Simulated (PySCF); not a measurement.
# Eu(OH)3(NH3): how tightly the ligands are held

What does it cost to pull a ligand from Eu(OH)3(NH3)? It is a constructed species; whether it can be made isn't addressed.

The runs use PySCF 2.14.0; PBE0, Eu lcecp-1-SVP with ECP52, O def2-SVP, H def2-SVP, N def2-SVP; scalar-relativistic core potentials, no spin–orbit coupling.

1 further run of the same task is left out (for a known fault of the program).

## Step 1: Starting geometry

11 atoms, charge 0, spin multiplicity 1.

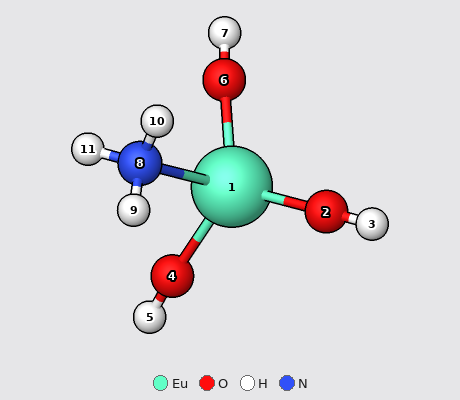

The structure; europium green, oxygen red, hydrogen white, nitrogen blue; atoms are numbered from 1 in the order of the file.

Geometry (Å):

```mol
EuH6NO3
  3D, bonds by distance, orders not assigned

 11 10  0  0  0  0  0  0  0  0999 V2000
    0.1664   -0.2068    0.2552 Eu  0  0
    1.2092    1.3344    1.2302 O   0  0
    1.7235    1.9662    1.7303 H   0  0
   -1.4344   -1.1253    1.2606 O   0  0
   -2.0923   -1.5910    1.7749 H   0  0
    1.1475   -1.2754   -1.2649 O   0  0
    1.6459   -1.8036   -1.8863 H   0  0
   -1.2644    1.2863   -1.2661 N   0  0
   -1.8655    1.9054   -0.7214 H   0  0
   -0.6986    1.8783   -1.8748 H   0  0
   -1.8739    0.7331   -1.8692 H   0  0
  1  2  8  0
  1  4  8  0
  1  6  8  0
  1  8  8  0
  2  3  8  0
  4  5  8  0
  6  7  8  0
  8  9  8  0
  8 10  8  0
  8 11  8  0
M  END
```

Formal oxidation states: Eu +3. Each metal's 6 4f electrons lie in its core potential, so multiplicities, spins and levels count the valence alone. An earlier session relaxed this geometry at PBE0, Eu lcecp-1-SVP with ECP52, O def2-SVP, H def2-SVP, N def2-SVP (singlet, point group Cs).

## Step 2: OH taken off

The ligand (atoms 2, 3) keeps its formal charge and a closed shell where it can; ligand and rest are solved at the complex's geometry, in vacuum, with the settings of the relaxation.

```
   part  charge    state  energy (Eh)
complex       0  singlet  -319.033297
 ligand      -1  singlet   -75.579187
   rest       1  singlet  -243.074566
```

It took 2.2 s on 2 threads of Intel Xeon Platinum 8488C (Sapphire Rapids), shared host.

## Step 3: Rigid scan of OH

Atoms 2, 3 move together along the line from atom 1; the distance is to the donor, the donors' midpoint or the ring centre. Each point starts from the density of the one before.

```
distance (Å)  energy from the relaxed point (eV)
        1.80                               1.288
        1.90                               0.492
        2.00                               0.106
        2.10                               0.000
        2.20                               0.079
        2.30                               0.278
        2.50                               0.865
        2.80                               1.886
        3.20                               3.137
        3.70                               4.361
```

Wall time 25 s (2 threads of Intel Xeon Platinum 8488C (Sapphire Rapids), shared host).

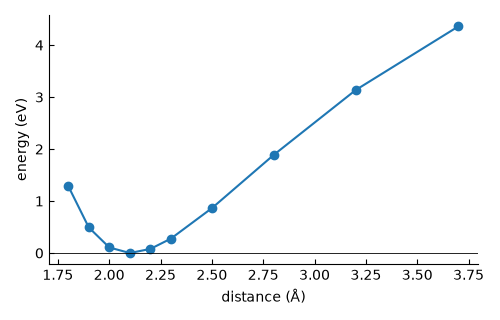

Energy along the rigid scan of OH.

## Step 4: NH3 taken off

The ligand (atoms 8, 9, 10, 11) keeps its formal charge and a closed shell where it can; ligand and rest are solved at the complex's geometry, in vacuum, with the settings of the relaxation.

```
   part  charge    state  energy (Eh)
complex       0  singlet  -319.033297
 ligand       0  singlet   -56.440613
   rest       0  singlet  -262.545090
```

Run time: 1.4 s. Hardware: 2 threads of Intel Xeon Platinum 8488C (Sapphire Rapids), shared host.

## Step 5: Rigid scan of NH3

Atoms 8, 9, 10, 11 move together along the line from atom 1; the distance is to the donor, the donors' midpoint or the ring centre. Each point starts from the density of the one before.

```
distance (Å)  energy from the relaxed point (eV)
        2.27                               0.320
        2.37                               0.123
        2.47                               0.027
        2.57                               0.000
        2.67                               0.019
        2.77                               0.067
        2.97                               0.206
        3.27                               0.438
        3.67                               0.697
        4.17                               0.917
```

Run time: 24 s. Hardware: 2 threads of Intel Xeon Platinum 8488C (Sapphire Rapids), shared host.

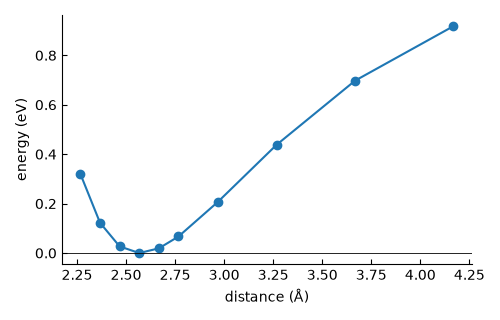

Energy along the rigid scan of NH3.

## Step 6: What came out

```
                    quantity       value
               taking off OH    10.33 eV
 stiffness of the OH contact  18.6 eV/Å²
              taking off NH3     1.30 eV
stiffness of the NH3 contact   4.6 eV/Å²
```

Taking off OH as a fragment of charge -1 costs 10.33 eV, much of it the attraction of the two charges. Near 2.10 Å the OH contact has a stiffness of about 18.6 eV/Å², and the energy stands 4.36 eV higher at 3.70 Å. Taking off NH3 as a fragment of charge +0 costs 1.30 eV. Near 2.57 Å the NH3 contact has a stiffness of about 4.6 eV/Å², and the energy stands 0.92 eV higher at 4.17 Å. The free anion is solved without diffuse functions, no counterpoise correction is made, and the parts aren't relaxed; each of these makes the binding look larger. These are double-zeta-type bases without diffuse functions. Spin–orbit coupling is left out.
